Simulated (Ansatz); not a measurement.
**GaH3F− ([GaFH3]-) at CCSD(T)/STO-3G**

What is the vertical ionisation energy of GaH3F− ([GaFH3]-) at CCSD(T)/STO-3G? 

The results are computed with Ansatz 0.2.0.

15 further runs of the same task are left out: 14 that didn't finish, 1 set aside as unsound or not needed.

## (1) The system as given

GaH3F− has 5 atoms, charge -1, and is taken as a singlet. As SMILES, `[H][Ga-]([H])([H])[F]`. Geometry: a GFN2-xTB relaxation, a rough one for these elements and not checked as a minimum.

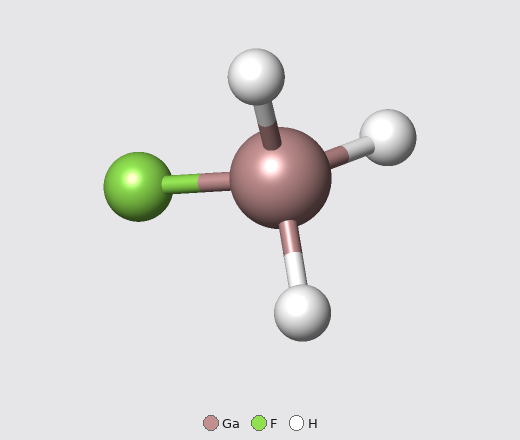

The structure, seen from a chosen angle (gallium pink, fluorine green, hydrogen white).

## (2) A single-point energy at CCSD(T)/STO-3G

File job.yaml:

```yaml
crystal:
  periodic: [false, false, false]
  atoms:
    - {symbol: Ga, position_ang: [-0.001630, 0.000950, -0.092090]}
    - {symbol: F, position_ang: [0.012090, -0.018880, 1.687450]}
    - {symbol: H, position_ang: [1.487040, 0.011700, -0.540050]}
    - {symbol: H, position_ang: [-0.751680, 1.294240, -0.514180]}
    - {symbol: H, position_ang: [-0.745820, -1.288010, -0.541120]}
basis:
  gaussian:
    orbitals: STO-3G
correlation:
  method: ccsd_t
  frozen_orbitals: {F: 1, Ga: 9, H: 0}
accuracy: high
total_charge: -1
scf:
  omitted_lower_state_checks: [cluster_reference, increment]
```

Run with:

```
$ ansatz run job.yaml --threads 1 --pin off --max-ram 2610MiB --events-out events.jsonl --progress --plain --runs-dir runs
```

Log, shortened:

```text
Warning: RAYON_NUM_THREADS=1 ignored (pool sized by the plan → 1); use --threads N
Functional definition: HF
  name "HF"
[...]
388 factors; integrals over basis functions are off by at most 5.8e-9 eV
[...]
mean field -54437.74333109 eV, -2000.5501681900 hartree, gradient 6.9e-9 eV, S^2 0.000000; 0 other end points of the search recorded, 0 dependent functions left out
10 core orbitals not correlated: weight in the atoms' cores, before any rotation towards them, 1.000 or more for the frozen orbitals, at most 0.000 for the correlated occupied ones
reference -54437.74333109 eV, -2000.5501681900 hartree; 12, 12 occupied and 4, 4 virtual orbitals, 388 factors
second order -1.78225213 eV of doubles, -0.00000000 eV of singles
cycle   1  -2.03038816 eV  change   -2.5e-1 eV  update   9.2e-2
[...]
cycle  23  -2.38734857 eV  change   -1.5e-9 eV  update   2.8e-9
perturbative correction -0.24604455 eV, -0.0090419706 hartree
Total energy: -54440.37672422 eV, -2000.6469436022 hartree
Checks for a lower state left out: cluster_reference, increment
```

Run time: 0.3 s. Hardware: 1 thread of Arm Neoverse V1, shared host.

## (3) Doublet neutral GaH3F, same level

File run.yaml:

```yaml
crystal:
  periodic: [false, false, false]
  atoms:
    - {symbol: Ga, position_ang: [-0.001630, 0.000950, -0.092090]}
    - {symbol: F, position_ang: [0.012090, -0.018880, 1.687450]}
    - {symbol: H, position_ang: [1.487040, 0.011700, -0.540050]}
    - {symbol: H, position_ang: [-0.751680, 1.294240, -0.514180]}
    - {symbol: H, position_ang: [-0.745820, -1.288010, -0.541120]}
basis:
  gaussian: {orbitals: STO-3G}
magnetization: {spin_polarized: true, initial_magnetization: 1}
correlation: {method: ccsd_t, frozen_orbitals: {F: 1, Ga: 9, H: 0}}
accuracy: high
scf: {omitted_lower_state_checks: [cluster_reference, increment]}
```

Run with:

```
$ ansatz run run.yaml --threads 1 --pin off --max-ram 2610MiB --events-out events.jsonl --progress --plain --runs-dir runs
```

Log, shortened:

```text
Warning: RAYON_NUM_THREADS=1 ignored (pool sized by the plan → 1); use --threads N
Functional definition: HF
  name "HF"
[...]
388 factors; integrals over basis functions are off by at most 5.8e-9 eV
[...]
mean field -54443.38504750 eV, -2000.7574974439 hartree, gradient 2.9e-8 eV, S^2 0.751002; 9 other end points of the search recorded, 0 dependent functions left out
10 core orbitals not correlated: weight in the atoms' cores, before any rotation towards them, 0.999 or more for the frozen orbitals, at most 0.001 for the correlated occupied ones
reference -54443.38504750 eV, -2000.7574974439 hartree; 12, 11 occupied and 4, 5 virtual orbitals, 388 factors
second order -1.58554828 eV of doubles, -0.00000000 eV of singles
cycle   1  -1.95755194 eV  change   -3.7e-1 eV  update   7.2e-2
[...]
cycle 206  -2.24426380 eV  change   -1.3e-9 eV  update   1.6e-9
perturbative correction -0.07478024 eV, -0.0027481230 hartree
Total energy: -54445.70409154 eV, -2000.8427207403 hartree
Checks for a lower state left out: cluster_reference, increment
```

Run time: 3.9 s. Hardware: 1 thread of Arm Neoverse V1, shared host; peak memory 0.091 GiB.

## (4) What came out

Level: CCSD(T)/STO-3G, 10 core orbitals frozen.

```
                                                           quantity           value
                                       singlet GaH3F−: total energy  -2000.64694 Eh
       singlet GaH3F−: correlation energy (10 core orbitals frozen)       -96.8 mEh
                                     singlet GaH3F−: (T) correction       -9.04 mEh
                                      singlet GaH3F−: T1 diagnostic           0.022
                                doublet neutral GaH3F: total energy  -2000.84272 Eh
doublet neutral GaH3F: correlation energy (10 core orbitals frozen)       -85.2 mEh
                              doublet neutral GaH3F: (T) correction       -2.75 mEh
           doublet neutral GaH3F: ⟨S²⟩ of the reference determinant           0.751
                               doublet neutral GaH3F: T1 diagnostic           0.018
                vertical detachment energy (to the doublet neutral)       -5.327 eV
```

**Reading.** The species is unbound against losing an electron at this level, by 5.33 eV (−514 kJ/mol); missing correlation or diffuse functions can give that sign where the real anion is bound. In a minimal basis such a difference can be off by several eV, whatever the method. The T1 diagnostic (singlet GaH3F−) of 0.022 is above the customary mark for such species, so a single reference may not serve. The triples (singlet GaH3F−) make up 9.3 % of the correlation energy. The triples (doublet neutral GaH3F) make up 3.2 % of the correlation energy.
